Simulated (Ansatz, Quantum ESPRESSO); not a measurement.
# Cl-SiC-Cl chair, 1 layer in an electric field, part 3 of 5

How does Cl-SiC-Cl chair, 1 layer respond to a gate-like field without added charge?

Quantum ESPRESSO 7.5; plane-wave DFT, PBE, SG15 norm-conserving pseudopotentials; geometry and cross-check by Ansatz 0.2.0 with PAW datasets.

So far. Step 3 (SCF with pw.x: no field): The run needed 12 iterations to bring the estimated error under 1e-09 Ry; the largest force on any atom, held or free, is 0.08 eV/Å. Step 4 (Electrostatic potential): The vacuum is flat to 0.1 meV/Å, so its level is well defined. Inside the slab the curve depends on the local part of the pseudopotentials; only the vacuum level has a meaning of its own.

### 5. Bands along a path: no field

The density is frozen and the levels are solved along a path.

File f0.bands.in:

```
&control
  prefix = 'f0.bands'
  outdir = './out'
  pseudo_dir = './pseudo'
  calculation = 'bands'
  tefield = .true.
  dipfield = .true.
/
&system
  ibrav = 0
  nat = 4
  ntyp = 3
  ecutwfc = 60
  ecutrho = 240
  occupations = 'smearing'
  smearing = 'fd'
  degauss = 0.004
  edir = 3
  emaxpos = 0.97
  eopreg = 0.04
  eamp = 0.0
  nbnd = 17
/
&electrons
  conv_thr = 1e-07
  mixing_beta = 0.4
  electron_maxstep = 120
  mixing_mode = 'local-TF'
/
ATOMIC_SPECIES
  Cl  35.4500  Cl_ONCV_PBE-1.2.upf
  C   12.0110  C_ONCV_PBE-1.2.upf
  Si  28.0850  Si_ONCV_PBE-1.2.upf
CELL_PARAMETERS angstrom
  3.27602183406676 -0.00000000000000 -0.00000000000000
  -1.63801091703338 2.83711813165431 0.00000000000000
  -0.00000000000000 -0.00000000000000 21.53333333330000
ATOMIC_POSITIONS crystal
  Cl  0.666666666667 0.333333333333 0.395525486064
  C   0.666666666667 0.333333333333 0.480774147586
  Si  0.333333333333 0.666666666667 0.506209546039
  Cl  0.333333333333 0.666666666667 0.601236950311
K_POINTS crystal_b
4
  0.0000000000 0.0000000000 0.0000000000 14
  0.5000000000 0.0000000000 0.0000000000 14
  0.3333333333 0.3333333333 0.0000000000 14
  0.0000000000 0.0000000000 0.0000000000 1
```

Started as:

```console
$ cp -r out/f0.save out/f0.bands.save
$ cp out/f0.xml out/f0.bands.xml
$ OMP_NUM_THREADS=1 mpirun -n 4 pw.x -nk 4 -in f0.bands.in > f0.bands.out
```

Log:

```text
[banner, memory and clock lines left out]
Program PWSCF v.7.5 starts

          URL

     Presently no symmetry can be used with electric field

     Atomic positions and unit cell read from directory:
     ./out/f0.bands.save/

     G-vector sticks info

     bravais-lattice index     =            0
     lattice parameter (alat)  =       6.1908  a.u.
     unit-cell volume          =    1350.6166 (a.u.)^3
     number of atoms/cell      =            4
     number of atomic types    =            3
     number of electrons       =        22.00
     number of Kohn-Sham states=           17
     kinetic-energy cutoff     =      60.0000  Ry
     charge density cutoff     =     240.0000  Ry
     Exchange-correlation= PBE
                           (   1   4   3   4   0   0   0)

     celldm(1)=   6.190784  celldm(2)=   0.000000  celldm(3)=   0.000000
     celldm(4)=   0.000000  celldm(5)=   0.000000  celldm(6)=   0.000000

     crystal axes: (cart. coord. in units of alat)
               a(1) = (   1.000000  -0.000000  -0.000000 )
               a(2) = (  -0.500000   0.866025   0.000000 )
               a(3) = (  -0.000000  -0.000000   6.573013 )

     reciprocal axes: (cart. coord. in units 2 pi/alat)
               b(1) = (  1.000000  0.577350  0.000000 )
               b(2) = (  0.000000  1.154701  0.000000 )
               b(3) = (  0.000000  0.000000  0.152137 )

     PseudoPot. # 1 for Cl read from file:
     ./pseudo/Cl_ONCV_PBE-1.2.upf
     Pseudo is Norm-conserving, Zval =  7.0
     Generated using ONCVPSP code by D. R. Hamann
     Using radial grid of  602 points,  4 beta functions with:
                l(1) =   0
                l(2) =   0
                l(3) =   1
                l(4) =   1

     PseudoPot. # 2 for C  read from file:
     ./pseudo/C_ONCV_PBE-1.2.upf
     Pseudo is Norm-conserving, Zval =  4.0
     Generated using ONCVPSP code by D. R. Hamann
     Using radial grid of  602 points,  4 beta functions with:
                l(1) =   0
                l(2) =   0
                l(3) =   1
                l(4) =   1

     PseudoPot. # 3 for Si read from file:
     ./pseudo/Si_ONCV_PBE-1.2.upf
     Pseudo is Norm-conserving, Zval =  4.0
     Generated using ONCVPSP code by D. R. Hamann
     Using radial grid of  602 points,  4 beta functions with:
                l(1) =   0
                l(2) =   0
                l(3) =   1
                l(4) =   1

     atomic species   valence    mass     pseudopotential
     Cl                7.00    35.45000     Cl( 1.00)
     C                 4.00    12.01100     C ( 1.00)
     Si                4.00    28.08500     Si( 1.00)

     No symmetry found

   Cartesian axes

     site n.     atom                  positions (alat units)
         1        Cl     tau(   1) = (   0.5000000   0.2886751   2.5997941  )
         2        C      tau(   2) = (   0.5000000   0.2886751   3.1601346  )
         3        Si     tau(   3) = (  -0.0000000   0.5773503   3.3273218  )
         4        Cl     tau(   4) = (  -0.0000000   0.5773503   3.9519381  )

     number of k points=    43  Fermi-Dirac smearing, width (Ry)=  0.0040
                       cart. coord. in units 2pi/alat
        k(    1) = (   0.0000000   0.0000000   0.0000000), wk =   0.0465116
        k(    2) = (   0.0357143   0.0206197   0.0000000), wk =   0.0465116
        k(    3) = (   0.0714286   0.0412393   0.0000000), wk =   0.0465116
        k(    4) = (   0.1071429   0.0618590   0.0000000), wk =   0.0465116
        k(    5) = (   0.1428571   0.0824786   0.0000000), wk =   0.0465116
        k(    6) = (   0.1785714   0.1030983   0.0000000), wk =   0.0465116
        k(    7) = (   0.2142857   0.1237179   0.0000000), wk =   0.0465116
        k(    8) = (   0.2500000   0.1443376   0.0000000), wk =   0.0465116
        k(    9) = (   0.2857143   0.1649572   0.0000000), wk =   0.0465116
        k(   10) = (   0.3214286   0.1855769   0.0000000), wk =   0.0465116
        k(   11) = (   0.3571429   0.2061965   0.0000000), wk =   0.0465116
        k(   12) = (   0.3928571   0.2268162   0.0000000), wk =   0.0465116
        k(   13) = (   0.4285714   0.2474358   0.0000000), wk =   0.0465116
        k(   14) = (   0.4642857   0.2680555   0.0000000), wk =   0.0465116
        k(   15) = (   0.5000000   0.2886751   0.0000000), wk =   0.0465116
        k(   16) = (   0.4880952   0.3092948   0.0000000), wk =   0.0465116
        k(   17) = (   0.4761905   0.3299144   0.0000000), wk =   0.0465116
        k(   18) = (   0.4642857   0.3505341   0.0000000), wk =   0.0465116
        k(   19) = (   0.4523810   0.3711537   0.0000000), wk =   0.0465116
        k(   20) = (   0.4404762   0.3917734   0.0000000), wk =   0.0465116
        k(   21) = (   0.4285714   0.4123930   0.0000000), wk =   0.0465116
        k(   22) = (   0.4166667   0.4330127   0.0000000), wk =   0.0465116
        k(   23) = (   0.4047619   0.4536324   0.0000000), wk =   0.0465116
        k(   24) = (   0.3928571   0.4742520   0.0000000), wk =   0.0465116
        k(   25) = (   0.3809524   0.4948717   0.0000000), wk =   0.0465116
        k(   26) = (   0.3690476   0.5154913   0.0000000), wk =   0.0465116
        k(   27) = (   0.3571429   0.5361110   0.0000000), wk =   0.0465116
        k(   28) = (   0.3452381   0.5567306   0.0000000), wk =   0.0465116
        k(   29) = (   0.3333333   0.5773503   0.0000000), wk =   0.0465116
        k(   30) = (   0.3095238   0.5361110   0.0000000), wk =   0.0465116
        k(   31) = (   0.2857143   0.4948717   0.0000000), wk =   0.0465116
        k(   32) = (   0.2619048   0.4536324   0.0000000), wk =   0.0465116
        k(   33) = (   0.2380952   0.4123930   0.0000000), wk =   0.0465116
        k(   34) = (   0.2142857   0.3711537   0.0000000), wk =   0.0465116
        k(   35) = (   0.1904762   0.3299144   0.0000000), wk =   0.0465116
        k(   36) = (   0.1666667   0.2886751   0.0000000), wk =   0.0465116
        k(   37) = (   0.1428571   0.2474358   0.0000000), wk =   0.0465116
        k(   38) = (   0.1190476   0.2061965   0.0000000), wk =   0.0465116
        k(   39) = (   0.0952381   0.1649572   0.0000000), wk =   0.0465116
        k(   40) = (   0.0714286   0.1237179   0.0000000), wk =   0.0465116
        k(   41) = (   0.0476190   0.0824786   0.0000000), wk =   0.0465116
        k(   42) = (   0.0238095   0.0412393   0.0000000), wk =   0.0465116
        k(   43) = (   0.0000000   0.0000000   0.0000000), wk =   0.0465116

     Dense  grid:    84897 G-vectors     FFT dimensions: (  32,  32, 216)

     The potential is recalculated from file :
     ./out/f0.bands.save/charge-density

     Adding external electric field

     Computed dipole along edir(3) :
[...]
-3.7238  -3.4848  -2.2589   1.0878   1.8145   3.6171   4.4828   4.8995
     4.9971

          k = 0.2857 0.1650 0.0000 ( 10619 PWs)   bands (ev):

   -18.2070 -17.4121 -13.5275  -8.8626  -7.4170  -6.3319  -5.5474  -4.9620
    -4.0587  -3.5638  -2.3418   1.0237   1.7971   3.5785   4.7580   5.2172
     5.3091

          k = 0.3214 0.1856 0.0000 ( 10595 PWs)   bands (ev):

   -18.0904 -17.3270 -13.3358  -9.1318  -7.5372  -6.4391  -5.6687  -5.1759
    -4.3552  -3.6373  -2.4181   0.9126   1.8224   3.4903   4.9515   5.5198
     5.6572

          k = 0.3571 0.2062 0.0000 ( 10587 PWs)   bands (ev):

   -17.9813 -17.2484 -13.1365  -9.4644  -7.5666  -6.5564  -5.7730  -5.3490
    -4.6015  -3.7021  -2.4847   0.7930   1.8590   3.3830   5.0670   5.8087
     6.0243

          k = 0.3929 0.2268 0.0000 ( 10580 PWs)   bands (ev):

   -17.8866 -17.1811 -12.9398  -9.7992  -7.5575  -6.6666  -5.8571  -5.4848
    -4.7911  -3.7553  -2.5390   0.6881   1.8881   3.2830   5.1197   6.0766
     6.3777

          k = 0.4286 0.2474 0.0000 ( 10592 PWs)   bands (ev):

   -17.8129 -17.1294 -12.7628 -10.0890  -7.5407  -6.7537  -5.9188  -5.5844
    -4.9233  -3.7948  -2.5792   0.6089   1.9042   3.2064   5.1374   6.3288
     6.4208

          k = 0.4643 0.2681 0.0000 ( 10608 PWs)   bands (ev):

   -17.7661 -17.0968 -12.6332 -10.2909  -7.5291  -6.8081  -5.9564  -5.6454
    -5.0009  -3.8192  -2.6039   0.5600   1.9102   3.1600   5.1411   6.4400
     6.5393

          k = 0.5000 0.2887 0.0000 ( 10602 PWs)   bands (ev):

   -17.7500 -17.0857 -12.5844 -10.3646  -7.5253  -6.8264  -5.9690  -5.6660
    -5.0265  -3.8274  -2.6122   0.5435   1.9114   3.1446   5.1413   6.4453
     6.6333

          k = 0.4881 0.3093 0.0000 ( 10612 PWs)   bands (ev):

   -17.7485 -17.0845 -12.5812 -10.3607  -7.5244  -6.8243  -5.9975  -5.6629
    -5.0238  -3.8417  -2.6308   0.5862   1.9150   3.1508   5.1360   6.4366
     6.6521

          k = 0.4762 0.3299 0.0000 ( 10618 PWs)   bands (ev):

   -17.7442 -17.0810 -12.5716 -10.3491  -7.5220  -6.8184  -6.0779  -5.6556
    -5.0160  -3.8838  -2.6850   0.7106   1.9258   3.1694   5.1172   6.4169
     6.7071

          k = 0.4643 0.3505 0.0000 ( 10610 PWs)   bands (ev):

   -17.7371 -17.0753 -12.5559 -10.3301  -7.5194  -6.8098  -6.1990  -5.6468
    -5.0030  -3.9507  -2.7708   0.9068   1.9438   3.2003   5.0779   6.3984
     6.7967

          k = 0.4524 0.3712 0.0000 ( 10602 PWs)   bands (ev):

   -17.7275 -17.0677 -12.5344 -10.3042  -7.5189  -6.8010  -6.3460  -5.6376
    -4.9849  -4.0380  -2.8830   1.1604   1.9698   3.2435   5.0125   6.3899
     6.9169

          k = 0.4405 0.3918 0.0000 ( 10598 PWs)   bands (ev):

   -17.7157 -17.0583 -12.5074 -10.2723  -7.5251  -6.7998  -6.4970  -5.6285
    -4.9623  -4.1400  -3.0156   1.4522   2.0072   3.2997   4.9210   6.3937
     7.0522

          k = 0.4286 0.4124 0.0000 ( 10582 PWs)   bands (ev):

   -17.7022 -17.0476 -12.4758 -10.2355  -7.5460  -6.8303  -6.6109  -5.6199
    -4.9363  -4.2495  -3.1631   1.7466   2.0738   3.3705   4.8104   6.4063
     7.1561

          k = 0.4167 0.4330 0.0000 ( 10604 PWs)   bands (ev):

   -17.6876 -17.0360 -12.4403 -10.1954  -7.5937  -6.9103  -6.6500  -5.6121
    -4.9092  -4.3578  -3.3199   1.9456   2.2464   3.4584   4.6929   6.4215
     7.2004

          k = 0.4048 0.4536 0.0000 ( 10574 PWs)   bands (ev):

   -17.6723 -17.0240 -12.4021 -10.1541  -7.6780  -6.9885  -6.6484  -5.6055
    -4.8867  -4.4530  -3.4809   2.0255   2.5233   3.5653   4.5878   6.4327
     7.1980

          k = 0.3929 0.4743 0.0000 ( 10568 PWs)   bands (ev):

   -17.6571 -17.0121 -12.3626 -10.1142  -7.7940  -7.0330  -6.6369  -5.6004
    -4.8795  -4.5182  -3.6412   2.0731   2.7875   3.6805   4.5275   6.4333
     7.1558

          k = 0.3810 0.4949 0.0000 ( 10538 PWs)   bands (ev):

   -17.6428 -17.0010 -12.3238 -10.0787  -7.9220  -7.0482  -6.6253  -5.5968
    -4.8982  -4.5375  -3.7963   2.1111   2.9954   3.7613   4.5632   6.4201
     7.0916

          k = 0.3690 0.5155 0.0000 ( 10558 PWs)   bands (ev):

   -17.6302 -16.9913 -12.2879 -10.0510  -8.0406  -7.0463  -6.6176  -5.5948
    -4.9358  -4.5135  -3.9418   2.1426   3.1425   3.7700   4.7124   6.3971
     7.0249

          k = 0.3571 0.5361 0.0000 ( 10550 PWs)   bands (ev):

   -17.6202 -16.9836 -12.2579 -10.0332  -8.1339  -7.0370  -6.6147  -5.5940
    -4.9739  -4.4624  -4.0730   2.1670   3.2391   3.7353   4.9034   6.3803
     6.9685

          k = 0.3452 0.5567 0.0000 ( 10544 PWs)   bands (ev):

   -17.6135 -16.9786 -12.2372 -10.0253  -8.1923  -7.0275  -6.6155  -5.5940
    -4.9996  -4.3990  -4.1830   2.1829   3.2924   3.7008   5.0461   6.3855
     6.9303

          k = 0.3333 0.5774 0.0000 ( 10542 PWs)   bands (ev):

   -17.6111 -16.9768 -12.2295 -10.0240  -8.2118  -7.0233  -6.6167  -5.5943
    -5.0084  -4.3568  -4.2406   2.1885   3.3078   3.6886   5.0939   6.3975
     6.9178

          k = 0.3095 0.5361 0.0000 ( 10548 PWs)   bands (ev):

   -17.6222 -16.9850 -12.2664 -10.0134  -8.1413  -7.0449  -6.6040  -5.5902
    -4.9790  -4.4371  -4.0966   2.1650   3.2806   3.7132   4.9673   6.2979
     6.9108

          k = 0.2857 0.4949 0.0000 ( 10578 PWs)   bands (ev):

   -17.6584 -17.0115 -12.3834  -9.9447  -7.9595  -7.1056  -6.5573  -5.5668
    -4.9168  -4.4515  -3.8844   2.0985   3.2534   3.7265   4.7370   6.0556
     6.8076

          k = 0.2619 0.4536 0.0000 ( 10570 PWs)   bands (ev):

   -17.7223 -17.0579 -12.5692  -9.7915  -7.7084  -7.1847  -6.4776  -5.5062
    -4.8483  -4.3589  -3.6522   2.0012   3.2366   3.6897   4.5137   5.7920
     6.6276

          k = 0.2381 0.4124 0.0000 ( 10566 PWs)   bands (ev):

   -17.8131 -17.1235 -12.7967  -9.5636  -7.4211  -7.2599  -6.3678  -5.3973
    -4.7609  -4.1929  -3.4089   1.8842   3.1939   3.6311   4.3024   5.5904
     6.3649

          k = 0.2143 0.3712 0.0000 ( 10580 PWs)   bands (ev):

   -17.9266 -17.2057 -13.0399  -9.2890  -7.3230  -7.1083  -6.2300  -5.2386
    -4.6290  -3.9921  -3.1618   1.7532   3.0933   3.6057   4.0744   5.4622
     6.0241

          k = 0.1905 0.3299 0.0000 ( 10602 PWs)   bands (ev):

   -18.0563 -17.3003 -13.2811  -9.0107  -7.3216  -6.8108  -6.0679  -5.0366
    -4.4362  -3.7793  -2.9180   1.6118   2.9563   3.5893   3.8548   5.3097
     5.6315

          k = 0.1667 0.2887 0.0000 ( 10605 PWs)   bands (ev):

   -18.1942 -17.4017 -13.5089  -8.7892  -7.2111  -6.5483  -5.8787  -4.7989
    -4.1809  -3.5646  -2.6848   1.4638   2.8136   3.4571   3.7628   5.0542
     5.2702

          k = 0.1429 0.2474 0.0000 ( 10623 PWs)   bands (ev):

   -18.3317 -17.5041 -13.7163  -8.6735  -6.9470  -6.3552  -5.6527  -4.5311
    -3.8856  -3.3443  -2.4692   1.3116   2.6577   3.2791   3.7394   4.7596
     4.9716

          k = 0.1190 0.2062 0.0000 ( 10633 PWs)   bands (ev):

   -18.4613 -17.6016 -13.8983  -8.6526  -6.5488  -6.2386  -5.4009  -4.2389
    -3.6021  -3.0936  -2.2782   1.1561   2.4472   3.1929   3.6829   4.4878
     4.7247

          k = 0.0952 0.1650 0.0000 ( 10657 PWs)   bands (ev):

   -18.5762 -17.6890 -14.0515  -8.6822  -6.1866  -6.0660  -5.1591  -3.9320
    -3.3885  -2.7856  -2.1183   0.9957   2.1687   3.2207   3.5937   4.2587
     4.5179

          k = 0.0714 0.1237 0.0000 ( 10651 PWs)   bands (ev):

   -18.6710 -17.7616 -14.1732  -8.7276  -6.1549  -5.5802  -4.9587  -3.6296
    -3.2514  -2.4477  -1.9941   0.8262   1.8559   3.2968   3.5316   4.0763
     4.3488

          k = 0.0476 0.0825 0.0000 ( 10635 PWs)   bands (ev):

   -18.7416 -17.8161 -14.2615  -8.7697  -6.1440  -5.1384  -4.8144  -3.3646
    -3.1687  -2.1407  -1.9078   0.6465   1.5682   3.2914   3.6039   3.9423
     4.0887

          k = 0.0238 0.0412 0.0000 ( 10649 PWs)   bands (ev):

   -18.7850 -17.8498 -14.3150  -8.7982  -6.1408  -4.8195  -4.7291  -3.1792
    -3.1253  -1.9227  -1.8585   0.4849   1.3733   3.2467   3.7274   3.8571
     3.8834

          k = 0.0000 0.0000 0.0000 ( 10691 PWs)   bands (ev):

   -18.7997 -17.8612 -14.3329  -8.8082  -6.1403  -4.7012  -4.7012  -3.1120
    -3.1120  -1.8428  -1.8428   0.4153   1.3065   3.2282   3.7930   3.8158
     3.8158

     XML data file, pseudopotentials, collected wavefunctions

                                        0.00s GPU  (     642 calls)
[key lines of the parts left out:]
Dipole field         -0.0002 Ry au,
```

Run time: 29 s. Hardware: 4 MPI ranks of Intel Xeon Platinum 8488C (Sapphire Rapids), shared host; peak memory 0.36 GiB.

Band numbers count within the set of bands kept for display. Electronic bands along the path, in eV, zero at the highest filled level of the SCF mesh; v1 is the highest filled band, c1 the lowest empty one:

```tsv
point	v4	v3	v2	v1	c1	c2	c3	c4
Γ	-1.27	-1.27	0.00	0.00	2.26	3.15	5.07	5.64
M	-3.82	-3.18	-1.98	-0.77	2.39	3.75	4.99	6.98
K	-3.75	-3.17	-2.51	-2.40	4.03	5.15	5.53	6.94
Γ	-1.27	-1.27	0.00	0.00	2.26	3.15	5.07	5.64
```

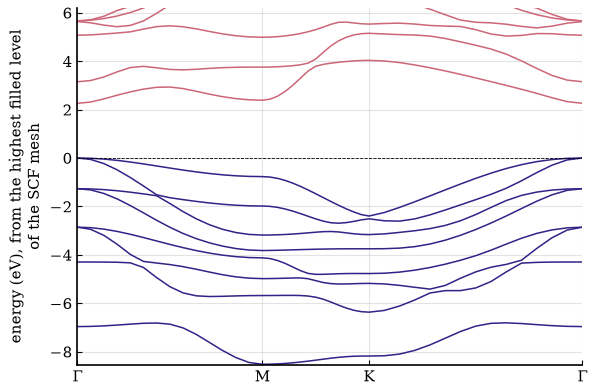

Electronic bands along the path; lines of filled and empty bands in two colours.

Along this path the valence top lies at Γ and the conduction bottom at Γ.

### 6. Self-consistent run: field 0.1 V/Å

eamp is the field in Hartree atomic units (1 a.u. = 51.42 V/Å). With dipfield on, it is the field in the vacuum beside an isolated sheet. The run starts from the density of the one before.

File f1.in:

```
&control
  prefix = 'f1'
  outdir = './out'
  pseudo_dir = './pseudo'
  calculation = 'scf'
  tprnfor = .true.
  tefield = .true.
  dipfield = .true.
/
&system
  ibrav = 0
  nat = 4
  ntyp = 3
  ecutwfc = 60
  ecutrho = 240
  occupations = 'smearing'
  smearing = 'fd'
  degauss = 0.004
  edir = 3
  emaxpos = 0.97
  eopreg = 0.04
  eamp = 0.00194469
/
&electrons
  conv_thr = 1e-09
  mixing_beta = 0.4
  electron_maxstep = 120
  mixing_mode = 'plain'
  startingpot = 'file'
/
ATOMIC_SPECIES
  Cl  35.4500  Cl_ONCV_PBE-1.2.upf
  C   12.0110  C_ONCV_PBE-1.2.upf
  Si  28.0850  Si_ONCV_PBE-1.2.upf
CELL_PARAMETERS angstrom
  3.27602183406676 -0.00000000000000 -0.00000000000000
  -1.63801091703338 2.83711813165431 0.00000000000000
  -0.00000000000000 -0.00000000000000 21.53333333330000
ATOMIC_POSITIONS crystal
  Cl  0.666666666667 0.333333333333 0.395525486064
  C   0.666666666667 0.333333333333 0.480774147586
  Si  0.333333333333 0.666666666667 0.506209546039
  Cl  0.333333333333 0.666666666667 0.601236950311
K_POINTS automatic
  12 12 1 0 0 0
```

Started as:

```console
$ cp -r out/f0.save out/f1.save
$ OMP_NUM_THREADS=1 mpirun -n 4 pw.x -nk 4 -in f1.in > f1.out
```

Log:

```text
[banner, memory and clock lines left out]
Program PWSCF v.7.5 starts
[...]
number of electrons       =        22.00
     number of Kohn-Sham states=           15
     kinetic-energy cutoff     =      60.0000  Ry
     charge density cutoff     =     240.0000  Ry
[...]
number of k points=    74  Fermi-Dirac smearing, width (Ry)=  0.0040
[...]
Dense  grid:    84897 G-vectors     FFT dimensions: (  32,  32, 216)
     The initial density is read from file :
[...]
Starting wfcs are random
[...]
estimated scf accuracy    <       0.00328370 Ry
[...]
estimated scf accuracy    <       0.00740264 Ry
[...]
estimated scf accuracy    <       0.00001349 Ry
[...]
estimated scf accuracy    <       0.00000099 Ry
[...]
estimated scf accuracy    <       0.00000007 Ry
[...]
estimated scf accuracy    <          8.9E-09 Ry
[...]
estimated scf accuracy    <          2.1E-09 Ry
[...]
Computed dipole along edir(3) :
        Dipole                0.0371 Ry au,          0.0943 Debye
        Dipole field          0.0003 Ry au,
        E field amplitude [Ha a.u.]:  1.9447E-03
        Potential amp.        0.1250 Ry
        Total length         39.0644 bohr
[...]
the Fermi energy is    -0.7540 ev
!    total energy              =     -79.73751696 Ry
     estimated scf accuracy    <          4.0E-10 Ry
     smearing contrib. (-TS)   =      -0.00000000 Ry
     internal energy E=F+TS    =     -79.73751696 Ry
[...]
one-electron contribution =    -618.60739542 Ry
     hartree contribution      =     313.82812196 Ry
     xc contribution           =     -17.54612434 Ry
     ewald contribution        =     242.58801232 Ry
     electric field correction =      -0.00013148 Ry
     convergence has been achieved in   8 iterations
[...]
Total force =     0.005229     Total SCF correction =     0.000062
[...]
```

Wall time 50 s (4 MPI ranks); peak memory 0.58 GiB.

This step gave:

| Quantity | Value |
| --- | --- |
| free energy | -1084.8842 eV |
| Fermi energy | -0.754 eV |
| dipole along the normal | 0.01963 e·Å |
| valence top, on the run's zero | -1.849 eV |
| conduction bottom, on the run's zero | 0.4118 eV |
| gap by band count | 2.260 eV |

The dipole goes from -0.0090 to 0.0196 e Å, 0.2867 e Å per V/Å.

### 7. Potential by pp.x

File f1.pot.in:

```
&inputpp
  prefix = 'f1'
  outdir = './out'
  filplot = 'f1.pot.dat'
  plot_num = 11
/
```

Started as:

```console
$ OMP_NUM_THREADS=1 mpirun -n 4 pp.x -in f1.pot.in > f1.pot.out
```

Run time: 1.4 s. Hardware: 4 MPI ranks; peak memory 0.1 GiB.

This step gave:

| Item | Value |
| --- | --- |
| slope of the potential above | 0.1000 eV/Å |
| upper vacuum line continued to the top atoms, over the valence top | 5.651 eV |
| slope of the potential below | 0.09999 eV/Å |
| lower vacuum line continued to the bottom atoms, over the valence top | 5.590 eV |

The slope in the vacuum is 0.100 eV/Å for an applied 0.10 V/Å, as it should be.

(Part 3 of 5 ends here.)

[Logs are printed without paths, hosts, clocks, repeated set-up lines and the standing remarks that a program may print on its own settings, such as how far it seeks lower states.]

[Hosts, paths, dates, database ids (printed as entryN), source tags and the programs' standing remarks are cut or masked in the printed files.]

[Maps of the electrostatic potential energy from Ansatz leave out the sawtooth potential of an applied field or a dipole correction, so their vacuum need not be flat; planar profiles and work functions include it.]
